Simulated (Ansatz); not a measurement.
The calculation's input:

```
crystal:
  periodic: [false, false, false]
  atoms:
    - {symbol: F, position_ang: [-3.801621, 0.142014, 1.310620]}
    - {symbol: Ga, position_ang: [-2.147113, -0.428556, 2.104220]}
    - {symbol: N, position_ang: [-1.451136, -1.633949, 0.690212]}
    - {symbol: P, position_ang: [-0.388259, -2.620181, 0.046429]}
    - {symbol: H, position_ang: [0.588047, -1.745756, -0.721490]}
basis:
  gaussian:
    orbitals: def2-TZVPD
total_charge: -1
hamiltonian:
  xc: pbe0
output: {forces: true, orbitals: {seedname: orbitals}}
```

Run with:

```sh
ansatz run input.yaml --threads 2 --pin off --max-ram 4350MiB --events-out events.jsonl --progress --plain --runs-dir runs
```

Geometry: BLYP-D3(BJ)/def2-SVPD.

All numbers below come from Ansatz, isolated molecule in a Gaussian basis; Kohn-Sham density functional theory, functional PBE0.

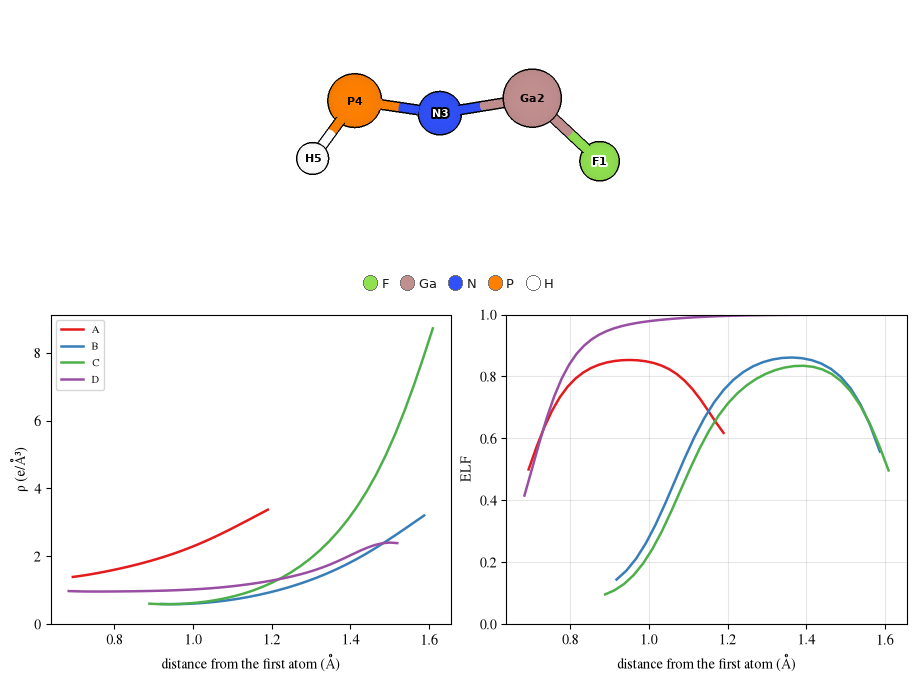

FGaHNP (charge −1). Electron density and electron localisation function along straight lines between neighbouring atoms. The curves leave out the atomic cores. The structure is drawn too.

### Which curve belongs to which contact (Ga–F, Ga–N, P–H and P–N)? The first atom named is at distance zero.

Curve A: P–N (1.59 Å): the density is about 1.6 e/Å³ at the midpoint; the ELF peaks at about 0.85 between the atoms; a short, strongly polar bond. Curve B: Ga–N (1.98 Å): ρ is about 0.6 e/Å³ halfway; the ELF peaks at about 0.85 in the valence shell of N, 0.6 Å from its nucleus, and is about 0.25 at the midpoint. Curve C: Ga–F (1.92 Å): the density is about 0.59 e/Å³ at the midpoint; the ELF peaks at about 0.85 in the valence shell of F, 0.5 Å from its nucleus, and is about 0.15 at the midpoint. Curve D: P–H (1.52 Å): the density is about 0.96 e/Å³ at the midpoint; the ELF climbs to about 1 towards the hydrogen, as it does in any bond to H.
